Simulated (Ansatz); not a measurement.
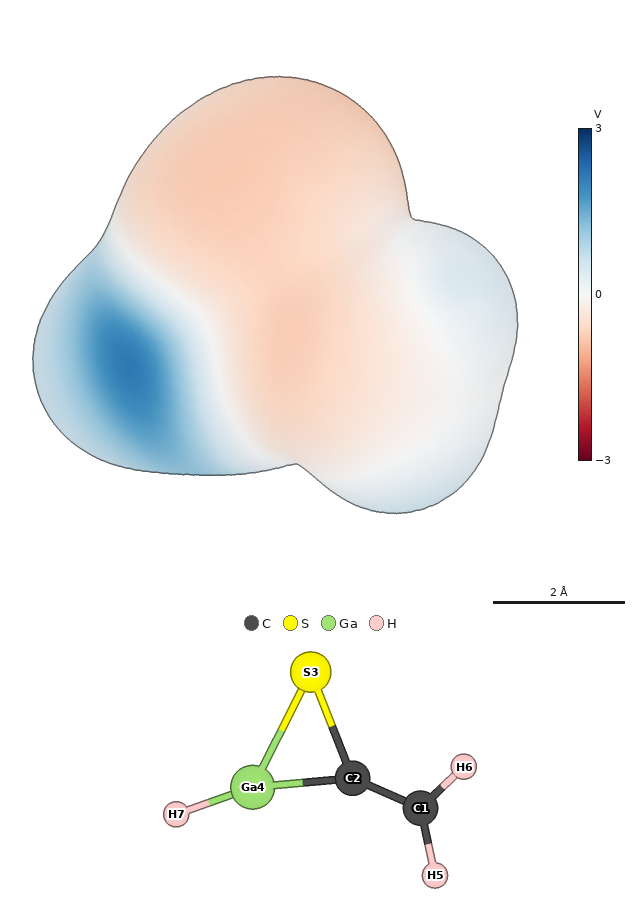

The picture shows: C₂H₃GaS (SMILES C=[C]1[S][GaH]1). The molecular electrostatic potential painted on the density surface at 0.001 e/bohr³, seen at a tilt; the colour scale runs from red (negative) to blue (positive). The bare structure is drawn below in the same view.

Geometry: PBE0-D4/def2-TZVP.

All numbers below come from Ansatz, RKS PBE0-D4/def2-TZVPP.

```xyz
7

C    -0.0591    1.1184    0.8864
C    -0.1001    0.0107    0.1638
S    -1.0078   -1.5347    0.3743
Ga    0.3716   -1.0975   -1.2936
H     0.5626    1.9537    0.5851
H    -0.6413    1.2280    1.7977
H     0.9354   -1.7467   -2.5594
```

Q: Where is the surface potential most negative and most positive?

A: The most negative region (about −0.8 V) lies over C1 and S3, the most positive (about +2.1 V) over Ga4.
